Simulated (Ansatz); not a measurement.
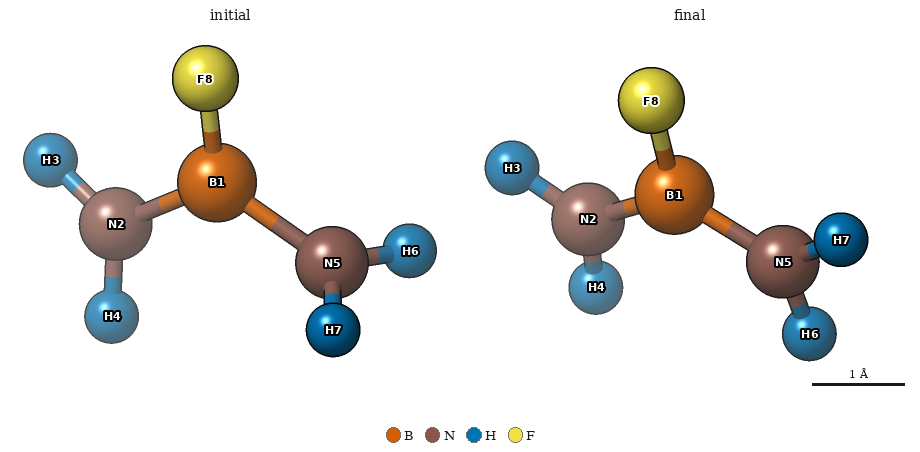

The structure of BN$_{2}$H$_{4}$F before (left) and after (right) a relaxation, at one scale.

Style: ball-and-stick. Shown at a tilt.

The run prepares the start of a later molecular dynamics calculation, from a guessed geometry.

Theory: RKS CAM-B3LYP-D4/def2-SVP (Ansatz 0.2.0).

Input file:
```yaml
crystal:
  periodic: [false, false, false]
  atoms:
    - { symbol: B, position_ang: [0.0, 0.0, 0.0] }
    - { symbol: "N", position_ang: [0.0, 0.0, 1.55] }
    - { symbol: H, position_ang: [-0.877, -0.2713, 2.08] }
    - { symbol: H, position_ang: [0.877, 0.2713, 2.08] }
    - { symbol: "N", position_ang: [1.3423, 0.0, -0.775] }
    - { symbol: H, position_ang: [1.8089, -0.9179, -1.0268] }
    - { symbol: H, position_ang: [1.7937, 0.9179, -1.0532] }
    - { symbol: F, position_ang: [-1.1431, 0.0, -0.66] }
basis:
  gaussian: { orbitals: def2-SVP }
hamiltonian:
  xc: cam_b3lyp
  dispersion: d4
relax:
  f_tol: 0.02
  max_steps: 40
```

Command:
```bash
ansatz run input.yaml --threads 1 --pin off --max-ram 2048MiB --backend cpu --events-out ev --progress --plain --runs-dir out
```

What changed between the two?

Answer. The largest moves after the best rigid fit, 1.12 Å, are those of H6 and H7. Largest moves by element: H 1.12 Å, F 0.33 Å, N 0.15 Å, B 0.14 Å. Among the contacts that change: B1–N2 1.550 → 1.411 Å, N2–H3 1.060 → 1.010 Å, B1–F8 1.320 → 1.348 Å. Among the angles between lasting bonds that change: H6–N5–H7 120.0° → 114.4°, N2–B1–N5 120.0° → 124.8°, B1–N5–H6 120.0° → 124.5°. Groups turn about B1–N5 by about 90°. After 11 geometry steps the energy has fallen by 1.467 eV. Largest force component: 3.2 eV/Å at the start, 0.0059 eV/Å at the end.
